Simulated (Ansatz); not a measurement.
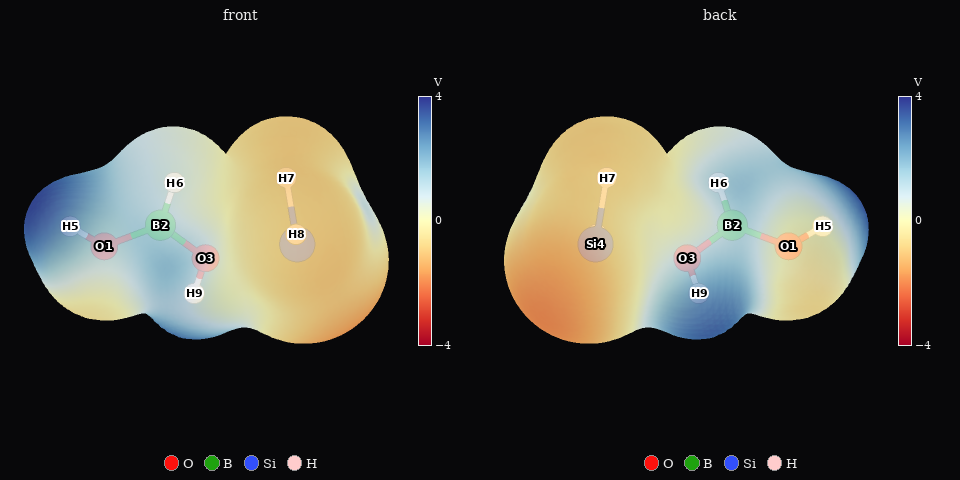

Figure. BH5O2Si. The electrostatic potential painted on the density surface at 0.002 e/bohr³, seen from the front and from behind; the colour scale runs from red (negative) to blue (positive).

These are results of UKS CAM-B3LYP-D4/6-31G (Ansatz), not measurements.

```yaml
atoms:
  - { symbol: O, position_ang: [-2.3284, -0.2249, 0.4385] }
  - { symbol: B, position_ang: [-1.0340, 0.1755, 0.3375] }
  - { symbol: O, position_ang: [-0.2398, -0.5725, -0.5356] }
  - { symbol: Si, position_ang: [1.7716, -0.3579, -1.0294] }
  - { symbol: H, position_ang: [-2.9526, 0.2332, 1.0188] }
  - { symbol: H, position_ang: [-0.5299, 1.0776, 0.9086] }
  - { symbol: H, position_ang: [1.5491, 1.1657, -1.2051] }
  - { symbol: H, position_ang: [2.1134, -0.2298, 0.4768] }
  - { symbol: H, position_ang: [-0.6526, -1.3172, -1.0072] }
```

**Which sites attract a positive test charge, and which a negative one?**

A positive charge is drawn to the negative regions and a negative charge to the positive ones. The most negative region (about −2.0 V) lies over Si4, the most positive (about +3.7 V) over H5.
